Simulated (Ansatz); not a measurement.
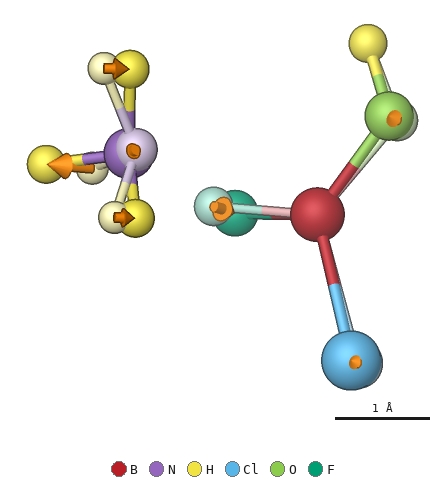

This is a relaxation of BNH$_{4}$OClF. The starting structure is drawn faded, the final one solid; orange arrows show the displacements, at their true length. The two geometries are superimposed by the best rigid fit.

Style: ball-and-stick. Shown from a free direction.

The run prepares an end point of a later path (reaction) calculation, from a guessed geometry.

Method: RHF/def2-SVPD (Ansatz).

Input file:
```yaml
crystal:
  periodic: [false, false, false]
  atoms:
    - { symbol: B, position_ang: [0.077363, -0.540693, -0.522753] }
    - { symbol: "N", position_ang: [0.007002, -0.081572, 2.187908] }
    - { symbol: H, position_ang: [-0.722998, -0.030167, 2.873053] }
    - { symbol: H, position_ang: [0.808503, 0.408722, 2.53898] }
    - { symbol: Cl, position_ang: [1.543137, 0.371958, -0.919388] }
    - { symbol: O, position_ang: [-1.114413, -0.095351, -0.915778] }
    - { symbol: H, position_ang: [-1.845075, -0.634782, -0.658418] }
    - { symbol: F, position_ang: [0.223542, -1.735401, 0.027928] }
    - { symbol: H, position_ang: [0.26274, -1.065514, 2.050669] }
basis:
  gaussian: { orbitals: def2-SVPD }
hamiltonian:
  xc: hf
relax:
  f_tol: 0.03
  max_steps: 50
output:
  orbitals: {}
```

Command:
```bash
ansatz run input.yaml --threads 4 --pin off --max-ram 5120MiB --backend cpu --events-out ev --progress --plain --runs-dir out
```

Question: Which element moves most?

Answer: Hydrogen: up to 0.58 Å, against 0.38 Å for fluorine.

Question: What did the optimiser do to the structure, and how much energy did it gain?

Answer: After 10 accepted moves (11 points after the start) the energy has fallen by 11.9 kJ/mol. Largest force component: 1.1 eV/Å at the start, 0.011 eV/Å at the end. The line search rejected the trial step at point 2 of the run. H9 moves most after the best rigid fit: 0.58 Å. Largest moves by element: H 0.58 Å, F 0.38 Å, O 0.18 Å, N 0.16 Å, Cl 0.12 Å, B 0.02 Å. Among the contacts that change: N2–H9 1.026 → 1.004 Å, B1–Cl5 1.772 → 1.781 Å. The run took 17 s on 4 threads of Intel(R) Xeon(R) Platinum 8488C (Sapphire Rapids) (shared host), peak memory 0.4 GiB.

Limits of the set-up: Hartree-Fock leaves out electron correlation.
